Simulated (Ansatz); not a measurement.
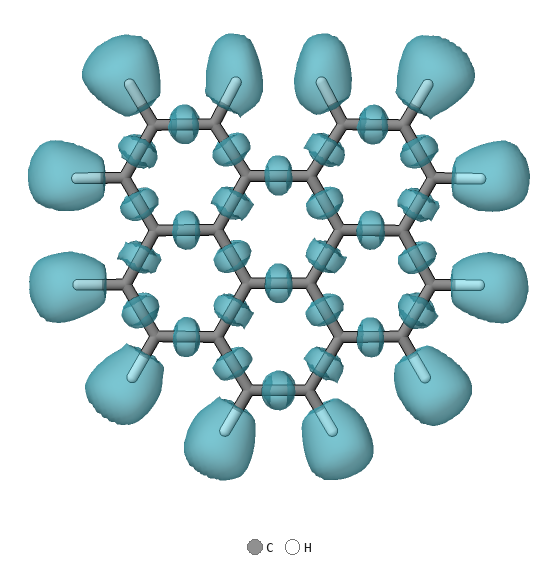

The picture shows: C22H12 (SMILES c1cc2ccc3ccc4ccc5cccc6c(c1)c2c3c4c56) (charge +1, doublet). Isosurface of the electron localisation function at 0.75 (cyan), seen across its widest extent. Only the valence region is drawn (cores and ρ < 0.01 e/Å³ removed).

Theory: DFT PBE0, Gaussian basis def2-TZVP in Ansatz.

Input file:

```
crystal:
  periodic: [false, false, false]
  atoms:
    - { symbol: C, position_ang: [-2.17669492, 3.30375165, -0.30326558] }
    - { symbol: C, position_ang: [-3.11850104, 2.27231894, -0.29334162] }
    - { symbol: C, position_ang: [-2.70690074, 0.92338758, -0.19509913] }
    - { symbol: C, position_ang: [-3.65450619, -0.1416461, -0.18136046] }
    - { symbol: C, position_ang: [-3.25045419, -1.46007916, -0.0844909] }
    - { symbol: C, position_ang: [-1.8770035, -1.79493845, 0.00435563] }
    - { symbol: C, position_ang: [-1.44140746, -3.15613833, 0.10622268] }
    - { symbol: C, position_ang: [-0.11050205, -3.4640982, 0.19231284] }
    - { symbol: C, position_ang: [0.88607366, -2.43470546, 0.18320388] }
    - { symbol: C, position_ang: [2.26666001, -2.73845696, 0.27199566] }
    - { symbol: C, position_ang: [3.21627192, -1.73375734, 0.26314419] }
    - { symbol: C, position_ang: [2.8406169, -0.36210311, 0.16459523] }
    - { symbol: C, position_ang: [3.81039321, 0.66674047, 0.15642528] }
    - { symbol: C, position_ang: [3.42491508, 2.0055088, 0.05824801] }
    - { symbol: C, position_ang: [2.07783901, 2.34032599, -0.03186708] }
    - { symbol: C, position_ang: [1.06055113, 1.34671685, -0.02711039] }
    - { symbol: C, position_ang: [-0.34963572, 1.6730884, -0.11773158] }
    - { symbol: C, position_ang: [-0.81965766, 3.0115594, -0.21680174] }
    - { symbol: C, position_ang: [-1.31302421, 0.61886091, -0.10692554] }
    - { symbol: C, position_ang: [-0.90134961, -0.74541663, -0.00710507] }
    - { symbol: C, position_ang: [0.47843931, -1.06466255, 0.08224103] }
    - { symbol: C, position_ang: [1.45518955, -0.02232019, 0.07230285] }
    - { symbol: H, position_ang: [-2.50445635, 4.34230966, -0.37848444] }
    - { symbol: H, position_ang: [-4.18475541, 2.50180404, -0.36126731] }
    - { symbol: H, position_ang: [-4.71806314, 0.09976587, -0.24939234] }
    - { symbol: H, position_ang: [-3.99385866, -2.26058216, -0.07639741] }
    - { symbol: H, position_ang: [-2.19368501, -3.94812095, 0.11393933] }
    - { symbol: H, position_ang: [0.21263125, -4.50468899, 0.27003697] }
    - { symbol: H, position_ang: [2.5770362, -3.78294307, 0.34910567] }
    - { symbol: H, position_ang: [4.27720989, -1.98562135, 0.33306173] }
    - { symbol: H, position_ang: [4.86846658, 0.40253371, 0.22708898] }
    - { symbol: H, position_ang: [4.1807379, 2.79322112, 0.05022649] }
    - { symbol: H, position_ang: [1.8116176, 3.39421318, -0.10791007] }
    - { symbol: H, position_ang: [-0.11075768, 3.83899642, -0.2270051] }
magnetization:
  spin_polarized: true
  initial_magnetization: 1
total_charge: 1
basis:
  gaussian: { orbitals: def2-TZVP }
hamiltonian:
  xc: pbe0
output:
  orbitals: {}
```

Run with:

```sh
ansatz run input.yaml --threads 8 --pin off --max-ram 20480MiB --backend cpu --events-out ev --progress --plain --runs-dir out
```

**What do the ELF domains correspond to?**

At this value the surface marks out 27 regions between bonded C–C atoms (shared pairs) and twelve regions around hydrogen nuclei. Profiles from the grid: C–C (1.37 Å): the ELF peaks at about 0.95 between the atoms (localised, covalent bonding). C–H (1.09 Å): the ELF climbs to about 1 towards the hydrogen, as it does in any bond to H: a covalent bond by its length.
